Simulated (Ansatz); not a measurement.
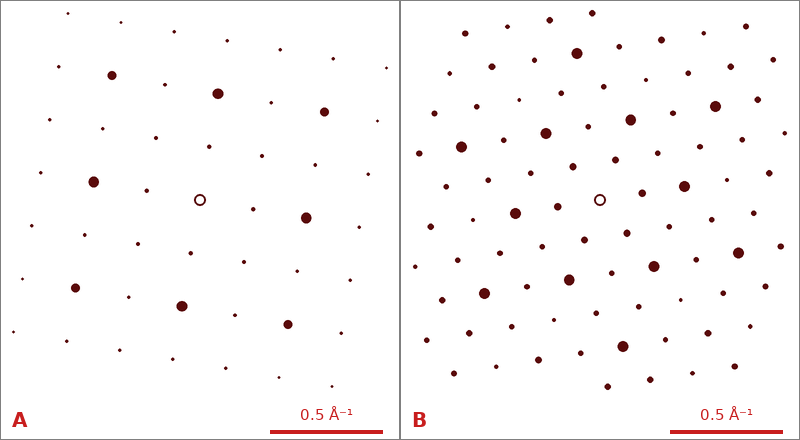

Kinematic electron diffraction patterns (300 kV, B = 0.5 Å², same scale, each along a low-index zone) of two structures of composition MoAs3, each relaxed at zero pressure with DFT PBE, scalar-relativistic, plane waves, PAW in Ansatz.

The structures (standard cells):
1. P6_3/mmc (No. 194), a = 5.989 Å, c = 4.682 Å (hexagonal axes), 8 atoms; generated start, possibly hypothetical
2. Pm-3m (No. 221), a = 4.125 Å, 4 atoms; generated start, possibly hypothetical

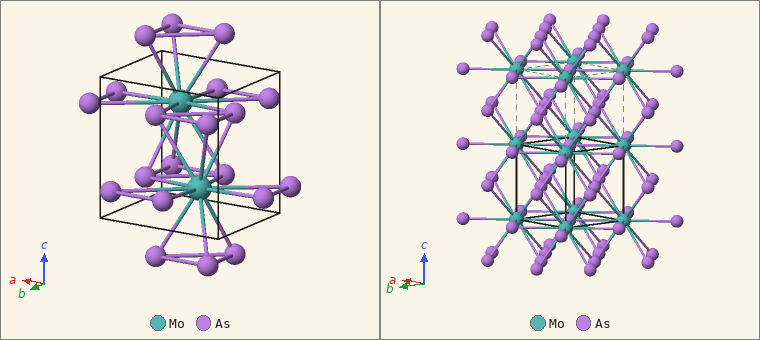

Drawings of the structures 1 to 2, from left to right (each may span several cells).

**Which pattern belongs to which structure, and along which zone?**

A is structure 2 along [001] or an equivalent direction: square net of 1 0 0 (weak) at d = 4.12 Å and 0 1 0 (weak) at d = 4.12 Å, 90.0° apart. B is structure 1 along [001]: hexagonal net of 1 0 0 at d = 5.19 Å and 0 1 0 at d = 5.19 Å, 60.0° apart (some points of this net are extinct or too weak to see).

**Which structure lies lowest at this level of theory, and by how much?**

Structure 1 (P6_3/mmc, 18.18 Å³ an atom) is the lowest of these; structure 2 (Pm-3m, 17.54 Å³ an atom) lies about 210 meV an atom higher. These are static energies at 0 K; other structures, not shown, may lie lower still.
